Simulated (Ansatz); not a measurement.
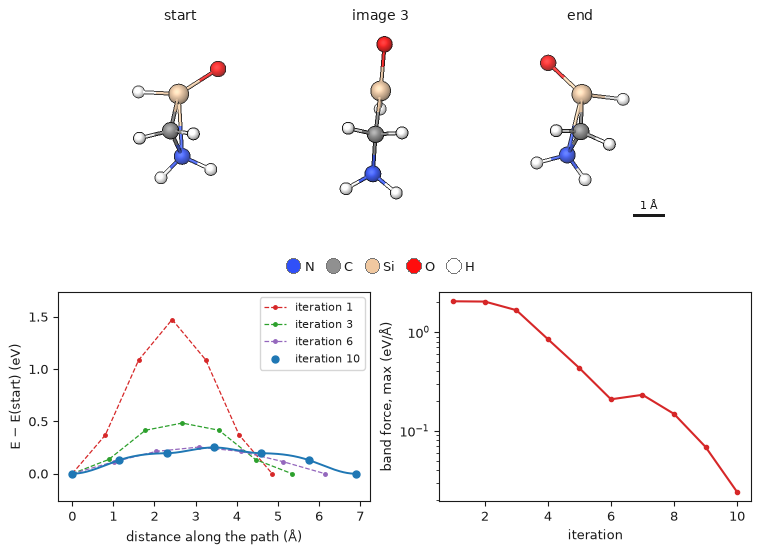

NEB run on CH5NOSi. Images are numbered from 0 (start) to 6 (end). The plot follows the band through its iterations. The picture is a ball-and-stick view, seen from a free direction.

All numbers below come from RKS revPBE-D4/6-31G* (Ansatz). Run with 5 movable images; climbing image; force threshold 0.05 eV/Å; iteration limit 60; starting path by image-dependent pair potential.

Did the band converge, and can the barrier be trusted?

Answer. The result is final at these settings. The band converged in 10 iterations. The largest component of the band force went from 2.1 to 0.024 eV/Å. The climbing image converged on the top of the path. Its vibrational analysis gives one imaginary mode (267i cm⁻¹), as a transition state must have. The first iteration put the highest image at 1.475 eV. The barrier is about 0.251 eV in both directions, with image 3 at the top; the ends have the same energy.

The run took roughly 3 core-minutes on a shared host.
